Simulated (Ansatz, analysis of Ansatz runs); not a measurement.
# Moving an added electron between Cr sites in Na3CrF6 (P2_1/c), part 2 of 3

Aim: the energy barrier that a trapped electron meets when it moves from one Cr atom to another one nearby in Na3CrF6 (P2_1/c). The model is a cell of 80 host atoms.

Ansatz 0.2.0; plane-wave PAW DFT, PBEsol+U; relaxation of all atoms of a supercell at fixed charge in a uniform background; PAW set soft_1.

So far. Step 2 (The cell without the carrier): The largest displacement from an ideal site is 0.014 Å.

**3. The electron on the first site**

The nearest neighbour or neighbours of the site start displaced and the site's starting moment is changed by the carrier's spin, since a carrier doesn't trap itself in the undistorted lattice.

Contents of A.relax/input.yaml:

```yaml
crystal:
  lattice:
    - [-10.88061089, 5.72153369, 7.92366829]
    - [0.07475951, -5.72153368, 7.91327245]
    - [10.88061089, 5.72153368, -7.92366828]
  atoms:
    - { symbol: Na, position: [0.151548, 0.23465, 0.642138] }
    - { symbol: Na, position: [0.150416, 0.733378, 0.141319] }
    - { symbol: Na, position: [0.651064, 0.234763, 0.141966] }
    - { symbol: Na, position: [0.651134, 0.734534, 0.642057] }
    - { symbol: Na, position: [0.407883, 0.015881, 0.666691] }
    - { symbol: Na, position: [0.407012, 0.515073, 0.166032] }
    - { symbol: Na, position: [0.907323, 0.015273, 0.166293] }
    - { symbol: Na, position: [0.907567, 0.515536, 0.666577] }
    - { symbol: Na, position: [0.350085, 0.266536, 0.358833] }
    - { symbol: Na, position: [0.349079, 0.764757, 0.858019] }
    - { symbol: Na, position: [0.849765, 0.265423, 0.85822] }
    - { symbol: Na, position: [0.849145, 0.76536, 0.35813] }
    - { symbol: Na, position: [0.093363, 0.485228, 0.334425] }
    - { symbol: Na, position: [0.09252, 0.983793, 0.833236] }
    - { symbol: Na, position: [0.593164, 0.484953, 0.833814] }
    - { symbol: Na, position: [0.59279, 0.983713, 0.333833] }
    - { symbol: Na, position: [0.250291, 0.249519, 0.499641] }
    - { symbol: Na, position: [0.250084, 0.750052, 0.000154] }
    - { symbol: Na, position: [0.750429, 0.249545, -0.00017] }
    - { symbol: Na, position: [0.750108, 0.750149, 0.500232] }
    - { symbol: Na, position: [0.250512, 0.000287, 0.750445] }
    - { symbol: Na, position: [0.250184, 0.49987, 0.250041] }
    - { symbol: Na, position: [0.750177, 8.3e-05, 0.250106] }
    - { symbol: Na, position: [0.750235, 0.500233, 0.750204] }
    - { symbol: Cr, position: [0.000117, 0.249729, 0.749704], spin: 3.0 }
    - { symbol: Cr, position: [0.000169, 0.749969, 0.249951], spin: 3.0 }
    - { symbol: Cr, position: [0.50024, 0.250043, 0.25014], spin: 3.0 }
    - { symbol: Cr, position: [0.500308, 0.75018, 0.750241], spin: 4.0 }
    - { symbol: Cr, position: [0.000317, -1.3e-05, 0.000137], spin: -3.0 }
    - { symbol: Cr, position: [0.000278, 0.500033, 0.500163], spin: -3.0 }
    - { symbol: Cr, position: [0.500256, 0.0001, 0.500178], spin: -3.0 }
    - { symbol: Cr, position: [0.500278, 0.499763, -4.6e-05], spin: -3.0 }
    - { symbol: F, position: [0.324786, 0.092584, 0.990876] }
    - { symbol: F, position: [0.31422, 0.582163, 0.474384] }
    - { symbol: F, position: [0.824851, 0.09074, 0.489896] }
    - { symbol: F, position: [0.824947, 0.592586, 0.990633] }
    - { symbol: F, position: [0.39911, 0.158547, 0.483152] }
    - { symbol: F, position: [0.399545, 0.658961, 0.984254] }
    - { symbol: F, position: [0.899222, 0.158543, 0.983095] }
    - { symbol: F, position: [0.898647, 0.657967, 0.483026] }
    - { symbol: F, position: [0.17524, 0.409032, 0.009746] }
    - { symbol: F, position: [0.175429, 0.907171, 0.509213] }
    - { symbol: F, position: [0.675567, 0.408083, 0.509687] }
    - { symbol: F, position: [0.686438, 0.918158, 0.026003] }
    - { symbol: F, position: [0.10208, 0.342364, 0.517491] }
    - { symbol: F, position: [0.101051, 0.840939, 0.016713] }
    - { symbol: F, position: [0.601124, 0.340669, 0.015924] }
    - { symbol: F, position: [0.601552, 0.84175, 0.517286] }
    - { symbol: F, position: [0.437073, 0.444604, 0.330067] }
    - { symbol: F, position: [0.432936, 0.956955, 0.834269] }
    - { symbol: F, position: [0.936243, 0.44383, 0.82827] }
    - { symbol: F, position: [0.937171, 0.944958, 0.329757] }
    - { symbol: F, position: [0.383587, 0.30486, 0.741383] }
    - { symbol: F, position: [0.385556, 0.805492, 0.242421] }
    - { symbol: F, position: [0.884668, 0.305368, 0.242081] }
    - { symbol: F, position: [0.885021, 0.805286, 0.74213] }
    - { symbol: F, position: [0.063863, 0.055448, 0.670978] }
    - { symbol: F, position: [0.063271, 0.555317, 0.169986] }
    - { symbol: F, position: [0.563379, 0.05548, 0.170169] }
    - { symbol: F, position: [0.567743, 0.543312, 0.666253] }
    - { symbol: F, position: [0.115633, 0.195041, 0.258123] }
    - { symbol: F, position: [0.116065, 0.694882, 0.758381] }
    - { symbol: F, position: [0.615041, 0.194703, 0.757946] }
    - { symbol: F, position: [0.616762, 0.694382, 0.258355] }
    - { symbol: F, position: [0.142611, 0.165574, 0.082711] }
    - { symbol: F, position: [0.142135, 0.666488, 0.582792] }
    - { symbol: F, position: [0.642824, 0.166328, 0.583511] }
    - { symbol: F, position: [0.641944, 0.665409, 0.081855] }
    - { symbol: F, position: [0.41704, 0.083439, 0.225958] }
    - { symbol: F, position: [0.411419, 0.573615, 0.724393] }
    - { symbol: F, position: [0.916867, 0.083599, 0.725825] }
    - { symbol: F, position: [0.91657, 0.583353, 0.225418] }
    - { symbol: F, position: [0.358462, 0.334282, 0.918068] }
    - { symbol: F, position: [0.357892, 0.833773, 0.416989] }
    - { symbol: F, position: [0.858441, 0.333855, 0.417722] }
    - { symbol: F, position: [0.857919, 0.834333, 0.917381] }
    - { symbol: F, position: [0.083523, 0.415838, 0.773721] }
    - { symbol: F, position: [0.083685, 0.916389, 0.274224] }
    - { symbol: F, position: [0.583408, 0.416591, 0.274264] }
    - { symbol: F, position: [0.589155, 0.926497, 0.775889] }
total_charge: -1
basis:
  ecutwfc: 420
  xc_grid: 2
hamiltonian:
  xc: pbesol
  hubbard:
    sites: [{ species: Cr, l: d, u_eff: 4.0 }]
    projectors: ortho-atomic
  pseudopotentials: { kind: paw, azcp: { folder: soft_1 }, xc_functional: pbe }
kpoints:
  mp_grid: { grid: [1, 1, 1] }
magnetization:
  spin_polarized: true
  initial_magnetization: 1
  spin_locking: { lock_magnetization: hard }
scf:
  occupations: { method: fermi_dirac, width: 0.01 }
  max_iter: 120
  lower_state_search: "off"
output:
  forces: true
relax:
  f_tol: 0.015
  max_steps: 70
  escape_saddle: false
checkpoint:
  write: "../A.relax.run"
  compress: false
  write_wavefunctions: true
  write_every: 100000
```

The run is started by

```bash
ansatz run input.yaml --threads 4 --pin off --max-ram 17899MiB --backend cpu --events-out ev --progress --plain --runs-dir out
```

Numbers of over 12 decimals in the logs are rounded to 6 here.

The log of the run:

```text
[...]
Crystal: 80 atoms, lattice volume = 992.041 Å³
Basis set: ecut = 420 eV, 19413 PW (Γ), exchange–correlation on 200×144×200 points (8 copies of the dense FFT grid, shifted against one another)
Bands: 413, of which v1, the nominal top of the filled ones, is band 333 counted from 1 (332 counted from 0)
Symmetry: 1 space group operations
[...]
k-points: 1
[...]
Starting moments: Σ|m| = 25 μB on 8 of 80 sites
[...]
SCF iter   1: F=—  HF=-100764.765494 eV  |F-HF|=—  |Δ(HF+E_count)|=         —  Δρ=9.99e-2 (↑9.89e-2 ↓9.99e-2)  dr2=2.94e2  dr2_m=3.07e0  M=1.000 μB ∫|m|=31.391 μB  β_m=0.30  ethr=3.10e-3  ⟨swp⟩=5.5  Hψ=2718  notcnv=0  defer=75
[...]
spin=Collinear: Kerker preconditioning applied to the charge; magnetization (m = ρ↑ − ρ↓) channel mixes plain (no charge-response kernel on spin).
SCF iter   2: F=—  HF=-100708.518073 eV  |F-HF|=—  |Δ(HF+E_count)|=    5.62e1  Δρ=4.08e-2 (↑4.00e-2 ↓4.08e-2)  dr2=5.19e1  dr2_m=1.72e0  M=1.000 μB ∫|m|=28.725 μB  β_m=0.36  ethr=3.10e-3  ⟨swp⟩=3.0  Hψ=1646  notcnv=0  defer=144
[...]
SCF iter  40: F=-100698.694687 eV  HF=-100698.694691 eV  |F-HF|=4.18e-6  |Δ(HF+E_count)|=   6.16e-7  Δρ=1.86e-5 (↑1.86e-5 ↓2.88e-6)  dr2=5.22e-6  dr2_m=7.47e-7  M=1.000 μB ∫|m|=26.480 μB  ethr=8.46e-10  ⟨swp⟩=2.0  Hψ=2155  notcnv=0
SCF 1 converged in 40 iterations: F = -100698.694687 eV  dr2 = 5.22e-6
[...]
relax step   1: F+E_penalty+E_count = -100698.69468687 eV  Δ(F+E_penalty+E_count) = +0.000e0 eV  max|allowed force component| = 5.722e-1 eV/Å  Δτ_max = 0.0000 Å  (40 SCF iters, dr2 threshold 5.63e-6 eV, accepted)
[...]
relax step   2: F+E_penalty+E_count = -100698.86901305 eV  Δ(F+E_penalty+E_count) = -1.743e-1 eV  max|allowed force component| = 4.610e-1 eV/Å  Δτ_max = 0.0410 Å  (23 SCF iters, dr2 threshold 2.05e-5 eV, accepted)
relax step   3: F+E_penalty+E_count = -100699.03935687 eV  Δ(F+E_penalty+E_count) = -1.703e-1 eV  max|allowed force component| = 2.839e-1 eV/Å  Δτ_max = 0.1106 Å  (8 SCF iters, dr2 threshold 1.33e-5 eV, accepted)
relax step   4: F+E_penalty+E_count = -100699.07980290 eV  Δ(F+E_penalty+E_count) = -4.045e-2 eV  max|allowed force component| = 8.896e-2 eV/Å  Δτ_max = 0.0264 Å  (6 SCF iters, dr2 threshold 3.06e-5 eV, accepted)
relax step   5: F+E_penalty+E_count = -100699.00704082 eV  Δ(F+E_penalty+E_count) = +7.276e-2 eV  max|allowed force component| = 4.238e-1 eV/Å  Δτ_max = 0.1302 Å  (13 SCF iters, dr2 threshold 7.77e-7 eV, rejected (line search))
relax step   6: F+E_penalty+E_count = -100699.09833327 eV  Δ(F+E_penalty+E_count) = -1.853e-2 eV  max|allowed force component| = 5.927e-2 eV/Å  Δτ_max = 0.0530 Å  (14 SCF iters, accepted)
relax step   7: F+E_penalty+E_count = -100699.10293238 eV  Δ(F+E_penalty+E_count) = -4.599e-3 eV  max|allowed force component| = 7.678e-2 eV/Å  Δτ_max = 0.0260 Å  (10 SCF iters, dr2 threshold 3.45e-7 eV, accepted)
relax step   8: F+E_penalty+E_count = -100699.11137587 eV  Δ(F+E_penalty+E_count) = -8.443e-3 eV  max|allowed force component| = 6.019e-2 eV/Å  Δτ_max = 0.0798 Å  (10 SCF iters, dr2 threshold 2.62e-6 eV, accepted)
relax step   9: F+E_penalty+E_count = -100699.11562032 eV  Δ(F+E_penalty+E_count) = -4.244e-3 eV  max|allowed force component| = 3.663e-2 eV/Å  Δτ_max = 0.0169 Å  (7 SCF iters, dr2 threshold 2.23e-6 eV, accepted)
relax step  10: F+E_penalty+E_count = -100699.11844460 eV  Δ(F+E_penalty+E_count) = -2.824e-3 eV  max|allowed force component| = 2.224e-2 eV/Å  Δτ_max = 0.0235 Å  (10 SCF iters, dr2 threshold 4.97e-7 eV, accepted)
relax step  11: F+E_penalty+E_count = -100699.11884783 eV  Δ(F+E_penalty+E_count) = -4.032e-4 eV  max|allowed force component| = 3.237e-2 eV/Å  Δτ_max = 0.0087 Å  (9 SCF iters, accepted)
relax step  12: F+E_penalty+E_count = -100699.11920945 eV  Δ(F+E_penalty+E_count) = -3.616e-4 eV  max|allowed force component| = 1.057e-2 eV/Å  Δτ_max = 0.0073 Å  (9 SCF iters, dr2 threshold 3.86e-7 eV, accepted)
[...]
SCF iter   2: F=-100699.119209 eV  HF=-100699.119209 eV  |F-HF|=2.22e-8  |Δ(HF+E_count)|=   1.50e-8  Δρ=9.99e-7 (↑9.99e-7 ↓9.02e-7)  dr2=6.53e-9  dr2_m=3.58e-9  M=1.000 μB ∫|m|=26.507 μB  ethr=2.22e-12  ⟨swp⟩=2.0  Hψ=1494  notcnv=0
SCF 13 converged in 2 iterations: F = -100699.119209 eV  dr2 = 6.53e-9
relax step  13: F+E_penalty+E_count = -100699.11920947 eV  Δ(F+E_penalty+E_count) = -1.318e-8 eV  max|allowed force component| = 1.056e-2 eV/Å  Δτ_max = 0.0000 Å  (2 SCF iters, accepted)
NSCF: frozen V_eff on 1 k-points
[...]
SCF converged after 2 iterations
Magnetization: 1.0000 μB (333.0000 up, 332.0000 down)
Absolute magnetization: 26.5889 μB (∫|ρ↑−ρ↓|, with the PAW one-centre terms)
[...]
Per-site moments (μB) at R_I (Å): [(8.680221882303009e-5, 0.944024), (0.00013511, 0.952819), (0.000165541, 0.922910), [... 77 left out ...]
Free energy (F): -100699.119209 eV
[...]
Internal energy: -100699.119209 eV  (E = F + TS)
E sigma→0 (E₀):  -100699.119209 eV
Fermi energy:    6.377790 (↑ 6.379929, ↓ 4.773649) eV
[...]
--- Forces (eV/Å), atoms counted from 1 ---
  atom   1  Na     0.00093739    -0.00078845    -0.00095190
  atom   2  Na    -0.00178972     0.00002542    -0.00262267
  [... 1 atom left out ...]
  atom   4  Na    -0.00213316     0.00025359    -0.00059286
  [... 4 atoms left out ...]
  atom   9  Na    -0.00302087    -0.00098874    -0.00151233
  [... 17 atoms left out ...]
  atom  27  Cr    -0.00005814    -0.00024583    -0.00001689
  atom  28  Cr     0.00022078    -0.00007468     0.00021327
  [... 5 atoms left out ...]
  atom  34  F     -0.00082107    -0.00257346    -0.00052249
  [... 8 atoms left out ...]
  atom  43  F      0.00062846     0.00270682     0.00124123
  [... 5 atoms left out ...]
  atom  49  F      0.00130327    -0.00079083    -0.00060999
  [... 10 atoms left out ...]
  atom  60  F      0.00914436    -0.00689282     0.00329533
  [... 8 atoms left out ...]
  atom  69  F      0.00225724    -0.00047471    -0.00339998
  [... 10 atoms left out ...]
  atom  80  F      0.00351292     0.00134152    -0.00712820
  max |Σ_I F_I| component: 3.23e-6 eV/Å
--- Band table (eV) ---
[...]
Occupation matrices written to <dir>
--- Relaxed structure (13 steps of the walk, 12 accepted, 0 SCFs on fresh bases) ---
  F+E_penalty+E_count = -100699.11920947 eV   max|allowed force component| = 1.056e-2 eV/Å
  atoms:
    - { symbol: Na, position: [0.156329, 0.237416, 0.644872] }
    - { symbol: Na, position: [0.148168, 0.739032, 0.144474] }
    [... 1 atom left out ...]
    - { symbol: Na, position: [0.642234, 0.729017, 0.639126] }
    [... 4 atoms left out ...]
    - { symbol: Na, position: [0.346378, 0.283566, 0.364344] }
    [... 17 atoms left out ...]
    - { symbol: Cr, position: [0.500247, 0.249972, 0.250067] }
    - { symbol: Cr, position: [0.500243, 0.749975, 0.750064] }
    [... 5 atoms left out ...]
    - { symbol: F, position: [0.297144, 0.569519, 0.448618] }
    [... 8 atoms left out ...]
    - { symbol: F, position: [0.675415, 0.412975, 0.510674] }
    [... 5 atoms left out ...]
    - { symbol: F, position: [0.434743, 0.446418, 0.320911] }
    [... 10 atoms left out ...]
    - { symbol: F, position: [0.564741, 0.548051, 0.662834] }
    [... 8 atoms left out ...]
    - { symbol: F, position: [0.415545, 0.090888, 0.229828] }
    [... 10 atoms left out ...]
    - { symbol: F, position: [0.586967, 0.928608, 0.776261] }
```

Wall time 5.7 min (4 threads of Arm Neoverse V2, shared host); peak memory 2.7 GiB; 22 min of CPU time.

The steps of the relaxation:

```tsv
step	energy less that of the first step (eV)	largest force component (eV/Å)
1	0.0000	0.5722
2	-0.1743	0.4610
3	-0.3447	0.2839
4	-0.3851	0.0890
5	-0.3124	0.4238
6	-0.4036	0.0593
7	-0.4082	0.0768
8	-0.4167	0.0602
9	-0.4209	0.0366
10	-0.4238	0.0222
11	-0.4242	0.0324
12	-0.4245	0.0106
13	-0.4245	0.0106
```

Relaxation step 5 was tried and not accepted.

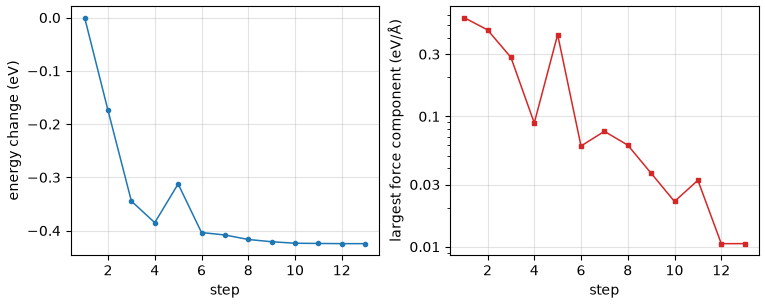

Energy and largest force along the relaxation.

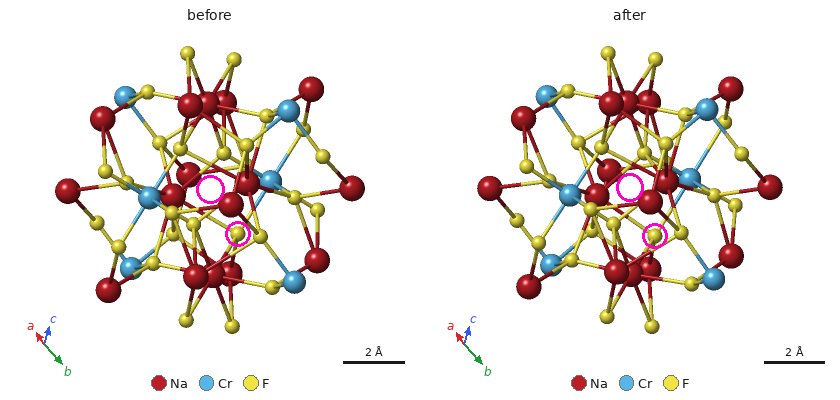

Before and after: the atoms that start within 5 Å of the centre. F34, which moves most, is ringed if it is among them. A ring with no atom in it marks the empty centre.

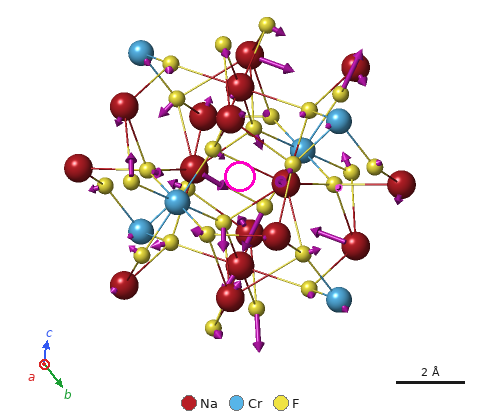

Displacements in the relaxation near the centre, exaggerated; the longest in the cell stands for 0.20 Å. A ring marks the centre wherever it is empty.

The atoms that moved most (Å):

```tsv
atom	dx	dy	dz	length
F34	-0.095	-0.173	-0.031	0.200
F52	0.100	0.135	-0.107	0.199
F44	0.094	0.173	0.029	0.199
F58	-0.096	-0.130	0.102	0.191
Na5	-0.049	0.031	-0.175	0.184
Na15	0.052	-0.032	0.167	0.178
Na3	-0.102	0.087	-0.072	0.152
Na9	0.102	-0.087	0.062	0.147
```

The moves above count from the input, in which the site's nearest neighbours were already displaced; the distances below compare with the cell without the carrier.

Distances from Cr28 without and with the electron:

```tsv
atom	without (Å)	with (Å)
F50	1.91	2.00
F60	1.92	2.00
F80	1.92	2.04
F70	1.92	2.04
F44	1.93	2.24
F34	1.93	2.24
```

The largest changes of the moments are 0.69 μB on Cr28, 0.02 μB on F34 and 0.02 μB on F44. The largest part sits on the chosen site.

**4. The electron on the second site**

The same start is made on the second site, to get the end of the hop.

Contents of B.relax/input.yaml:

```yaml
crystal:
  lattice:
    - [-10.88061089, 5.72153369, 7.92366829]
    - [0.07475951, -5.72153368, 7.91327245]
    - [10.88061089, 5.72153368, -7.92366828]
  atoms:
    - { symbol: Na, position: [0.151548, 0.23465, 0.642138] }
    - { symbol: Na, position: [0.150416, 0.733378, 0.141319] }
[... 1 atom line left out ...]
    - { symbol: Na, position: [0.651134, 0.734534, 0.642057] }
[... 4 atom lines left out ...]
    - { symbol: Na, position: [0.350085, 0.266536, 0.358833] }
[... 24 atom lines left out ...]
    - { symbol: F, position: [0.32515, 0.591982, 0.490577] }
[... 8 atom lines left out ...]
    - { symbol: F, position: [0.686496, 0.417902, 0.52588] }
[... 5 atom lines left out ...]
    - { symbol: F, position: [0.433129, 0.456824, 0.335045] }
[... 10 atom lines left out ...]
    - { symbol: F, position: [0.563798, 0.555532, 0.671231] }
[... 19 atom lines left out ...]
    - { symbol: F, position: [0.583891, 0.916222, 0.774373] }
total_charge: -1
basis:
  ecutwfc: 420
  xc_grid: 2
hamiltonian:
  xc: pbesol
  hubbard:
    sites: [{ species: Cr, l: d, u_eff: 4.0 }]
    projectors: ortho-atomic
  pseudopotentials: { kind: paw, azcp: { folder: soft_1 }, xc_functional: pbe }
kpoints:
  mp_grid: { grid: [1, 1, 1] }
magnetization:
  spin_polarized: true
  initial_magnetization: 1
  spin_locking: { lock_magnetization: hard }
scf:
  occupations: { method: fermi_dirac, width: 0.01 }
  max_iter: 120
  lower_state_search: "off"
output:
  forces: true
relax:
  f_tol: 0.015
  max_steps: 70
  escape_saddle: false
checkpoint:
  write: "../B.relax.run"
  compress: false
  write_wavefunctions: true
  write_every: 100000
```

The log of the run:

```text
[...]
Crystal: 80 atoms, lattice volume = 992.041 Å³
Basis set: ecut = 420 eV, 19413 PW (Γ), exchange–correlation on 200×144×200 points (8 copies of the dense FFT grid, shifted against one another)
Bands: 413, of which v1, the nominal top of the filled ones, is band 333 counted from 1 (332 counted from 0)
Symmetry: 1 space group operations
[...]
k-points: 1
[...]
Starting moments: Σ|m| = 25 μB on 8 of 80 sites
[...]
SCF iter   1: F=—  HF=-100764.766420 eV  |F-HF|=—  |Δ(HF+E_count)|=         —  Δρ=9.99e-2 (↑9.89e-2 ↓9.99e-2)  dr2=2.94e2  dr2_m=3.06e0  M=1.000 μB ∫|m|=31.380 μB  β_m=0.30  ethr=3.10e-3  ⟨swp⟩=5.5  Hψ=2718  notcnv=0  defer=75
[...]
F+E_penalty+E_count = -100699.11924430 eV   max|allowed force component| = 8.436e-3 eV/Å
  atoms:
    - { symbol: Na, position: [0.148076, 0.238899, 0.644342] }
    - { symbol: Na, position: [0.156380, 0.737505, 0.144945] }
    [... 1 atom left out ...]
    - { symbol: Na, position: [0.654164, 0.716430, 0.635854] }
[...]
- { symbol: Na, position: [0.358332, 0.271046, 0.361101] }
[...]
- { symbol: Cr, position: [0.500243, 0.249969, 0.250065] }
    - { symbol: Cr, position: [0.500246, 0.749979, 0.750071] }
[...]
- { symbol: F, position: [0.325060, 0.586841, 0.489412] }
[...]
- { symbol: F, position: [0.703445, 0.430378, 0.551652] }
    [... 5 atoms left out ...]
    - { symbol: F, position: [0.435821, 0.451751, 0.337306] }
    [... 10 atoms left out ...]
    - { symbol: F, position: [0.565818, 0.553553, 0.679354] }
    [... 8 atoms left out ...]
    - { symbol: F, position: [0.413597, 0.071416, 0.223859] }
    [... 10 atoms left out ...]
    - { symbol: F, position: [0.584957, 0.909035, 0.770272] }
[key lines of the parts left out:]
SCF converged after 8 iterations
Magnetization: 1.0000 μB (333.0000 up, 332.0000 down)
Free energy (F): -100699.119244 eV
Fermi energy:    6.379013 (↑ 6.380410, ↓ 4.772951) eV
```

Elapsed: 5.4 min, on 4 threads; peak memory 2.7 GiB; 21 min of CPU time.

Distances from Cr27 without and with the electron:

```tsv
atom	without (Å)	with (Å)
F59	1.92	1.99
F49	1.92	1.99
F79	1.92	2.03
F69	1.92	2.03
F33	1.93	2.24
F43	1.93	2.24
```

The largest changes of the moments are 0.69 μB on Cr27, 0.02 μB on F43 and 0.02 μB on F33. The largest part sits on the chosen site.

(Continued in part 3 of 3.)

[Logs are printed without paths, hosts, clocks, repeated set-up lines and the standing remarks that a program may print on its own settings, such as how far it seeks lower states.]

[Hosts, paths, dates, database ids (printed as entryN), source tags and the programs' standing remarks are cut or masked in the printed files.]
